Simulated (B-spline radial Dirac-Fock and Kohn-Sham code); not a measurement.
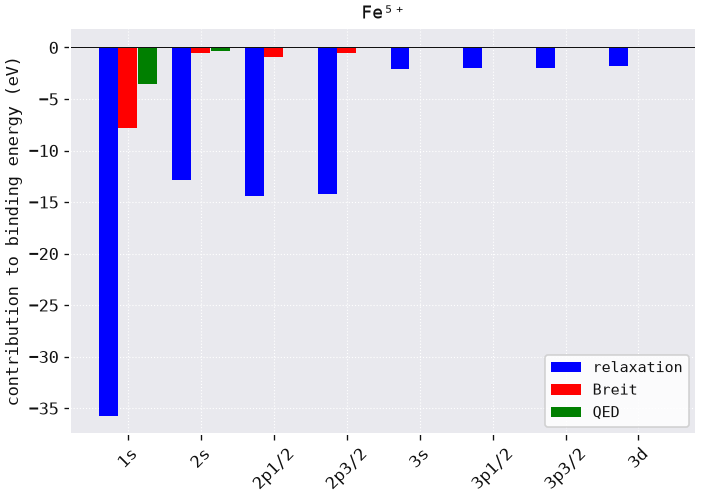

Bars give the relaxation, Breit and QED contributions (eV) to the binding energies of the deepest subshells, counted from the Koopmans value. The figure is for Fe⁵⁺, configuration [Ar] 3d3. The calculation used Dirac–Fock ΔSCF (average of configuration, Fermi nucleus, Breit and QED terms, no correlation) (a B-spline radial atomic code). Open shells are averaged over j.

### Which correction is largest for 1s?

Relaxation, −35.7 eV.

### How does the QED term of 2p1/2 compare with that of 1s?

0.051 eV against −3.59 eV; the QED terms are weighted to the region near the nucleus, where s electrons have the most density. Its sign is opposite here.
